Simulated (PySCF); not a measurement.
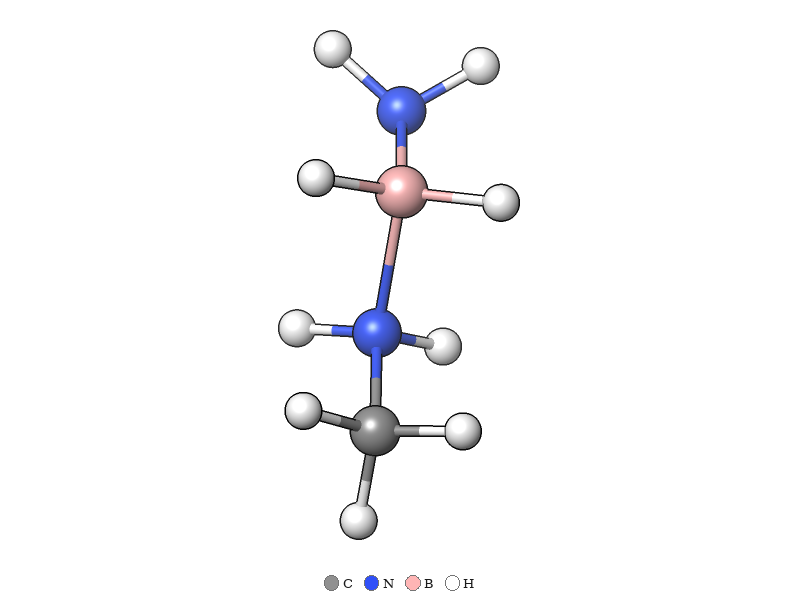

A ball-and-stick model of a molecule. Every bond is drawn as one stick, whatever its order.

> Which formula does it have?

CH9BN2, 13 atoms: 1 carbon, 9 hydrogen, 1 boron and 2 nitrogen.

> What is its SMILES?

C[NH2+][BH2-]N

> Name functional groups in it.

Among them: B–H bond.

The parts below concern this one geometry. Atoms keep their numbers from picture to picture. The computed structure is the end point of a PBE0-D3(BJ)/def2-SVP optimisation. No frequency run is at hand to confirm it as a minimum.

## Geometry

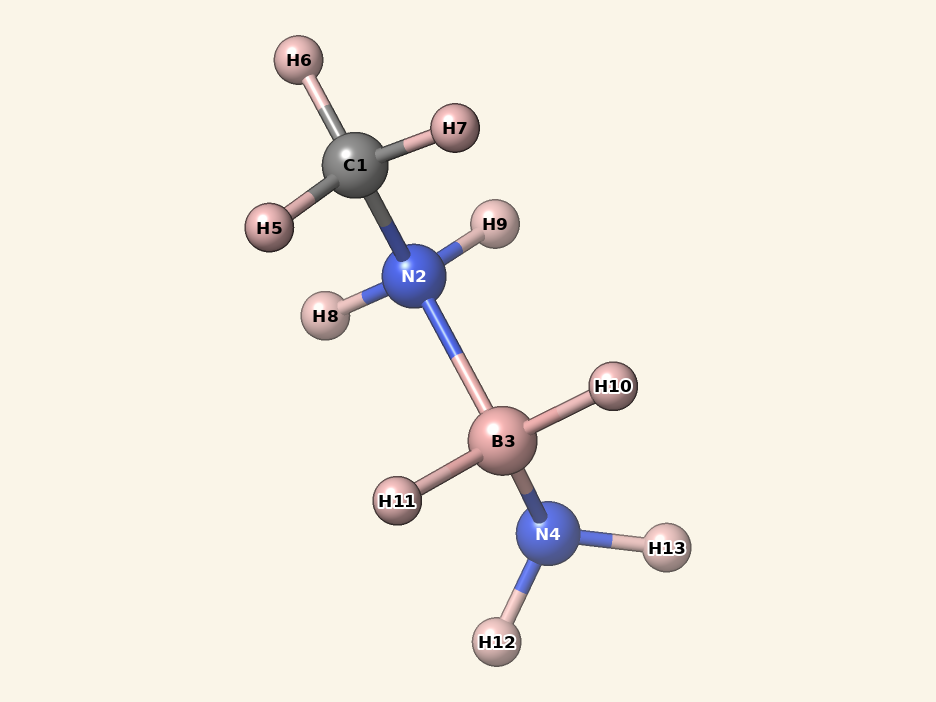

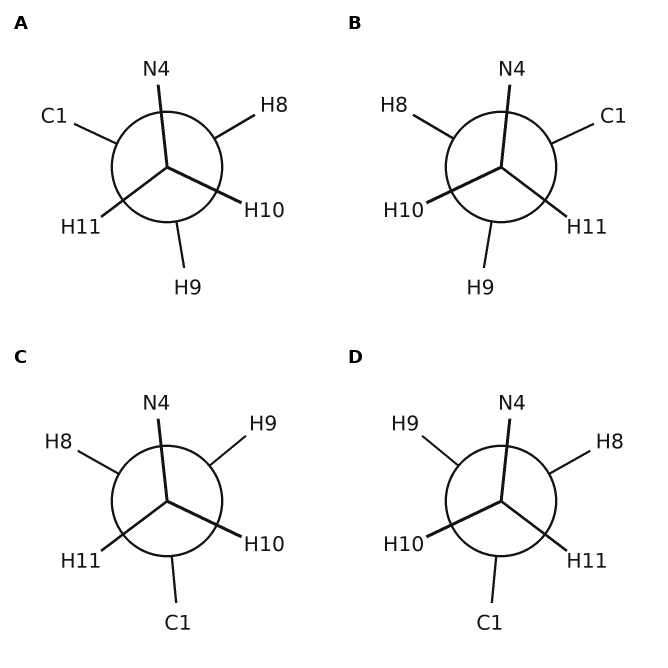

Distant atoms are faded towards the background colour. Bonds that would overlap in a projection are set slightly apart. No frequency run is at hand to confirm it as a minimum.

> Which Newman projection shows the view along B3–N2, with B3 in front?

D. The torsion angle N4–B3–N2–C1 is 179°, antiperiplanar (anti).

## NMR shielding

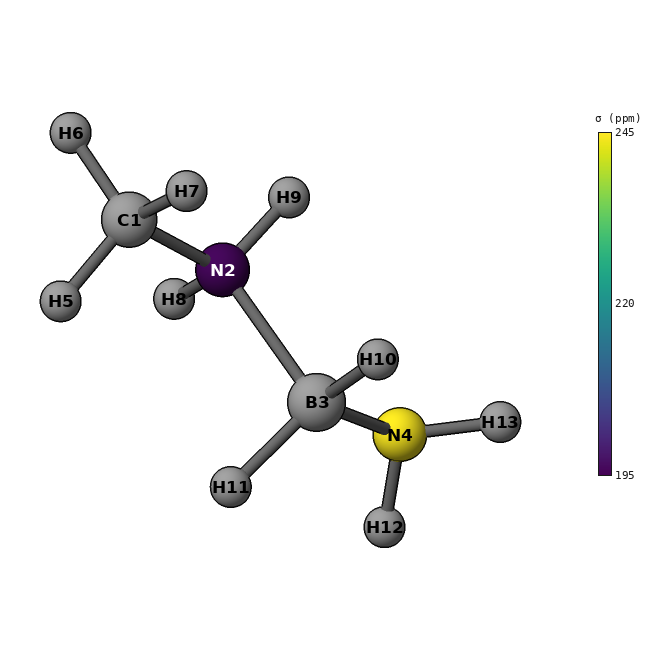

Atoms are coloured by their isotropic NMR shieldings (N only, the others grey). No frequency run is at hand to confirm it as a minimum. Properties computed with GIAO PBE0/def2-TZVP NMR shielding, non-relativistic, gas phase (PySCF 2.14.0).

Give the isotropic NMR shieldings of the N atoms atom by atom.

```
atom  σ (ppm)
  N2    196.1
  N4    244.5
```

## Quadrupole coupling

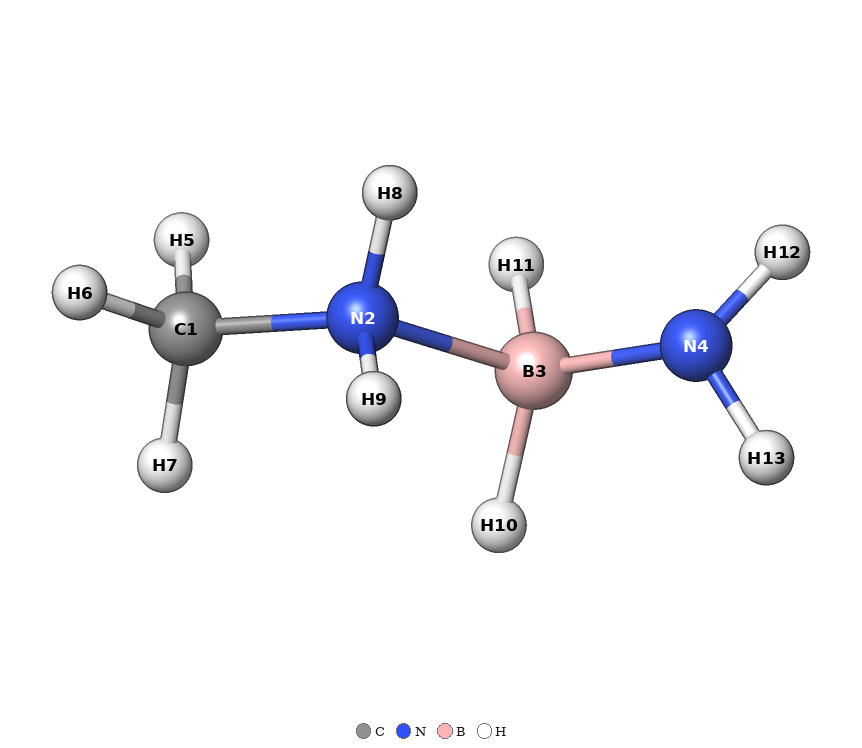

No frequency run is at hand to confirm it as a minimum. Electric field gradients from the ground-state density, PBE0/6-31G (PySCF 2.14.0), non-relativistic apart from any core potentials.

Give the largest field-gradient component, the quadrupole coupling constant and the asymmetry for 14N at N2 (Q = 20.44 mb), 11B at B3 (Q = 40.59 mb), 14N at N4 (Q = 20.44 mb), 2H at H5 (Q = 2.86 mb), 2H at H6 (Q = 2.86 mb), 2H at H8 (Q = 2.86 mb), 2H at H9 (Q = 2.86 mb).

```json
{"atom": "N2", "V_zz (a.u.)": "−0.558", "e²qQ/h (MHz)": "−2.68", "η": "0.25"}
{"atom": "B3", "V_zz (a.u.)": "0.209", "e²qQ/h (MHz)": "1.99", "η": "0.34"}
{"atom": "N4", "V_zz (a.u.)": "−0.907", "e²qQ/h (MHz)": "−4.36", "η": "0.35"}
{"atom": "H5", "V_zz (a.u.)": "0.300", "e²qQ/h (MHz)": "0.202", "η": "0.07"}
{"atom": "H6", "V_zz (a.u.)": "0.299", "e²qQ/h (MHz)": "0.201", "η": "0.07"}
{"atom": "H8", "V_zz (a.u.)": "0.386", "e²qQ/h (MHz)": "0.260", "η": "0.07"}
{"atom": "H9", "V_zz (a.u.)": "0.387", "e²qQ/h (MHz)": "0.260", "η": "0.07"}
```

## Charges

The questions are on IAO charges. No frequency run is at hand to confirm it as a minimum. Method: PBE0/IGLO-III, gas phase (PySCF 2.14.0).

> Which atom carries the highest charge (most positive or least negative)?

H8, H9 (0.29 e).

> And the lowest?

N4 (−0.71 e).

Give the IAO charges atom by atom.

```tsv
atom	value (e)
C1	−0.32
N2	−0.32
B3	−0.11
N4	−0.71
H5	0.17
H6	0.15
H7	0.17
H8	0.29
H9	0.29
H10	−0.05
H11	−0.05
H12	0.25
H13	0.25
```
